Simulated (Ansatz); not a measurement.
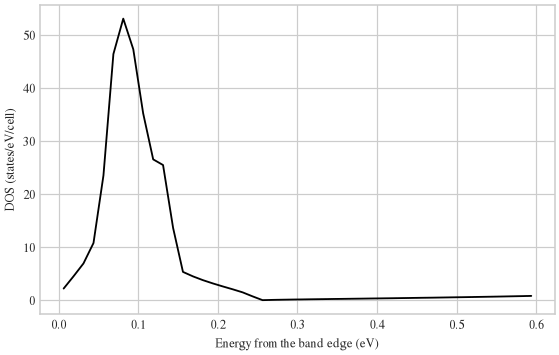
Density of states of Nb2Sn2O7 (Fd-3m) below the valence band maximum, PBEsol, rigid bands in Ansatz (a first-principles code); cell volume 295.9 Å³.

**Question.** What effective density of states at 300 K does this give (∫ g(E) exp(−E/k_BT) dE, both spins, divided by the cell's size)?

**Answer.** 7.8e20 cm⁻³, a density-of-states mass of 9.9 mₑ, valleys and band degeneracy included.

Spin-orbit coupling is left out; where it splits the top of the valence band, N_v and the p-type Seebeck coefficient come out somewhat high without it. Geometry: cell and atoms relaxed with PBEsol.

Computed structure with no diffraction record at hand here (it may be known, metastable or hypothetical): Nb2Sn2O7 (Fd-3m).
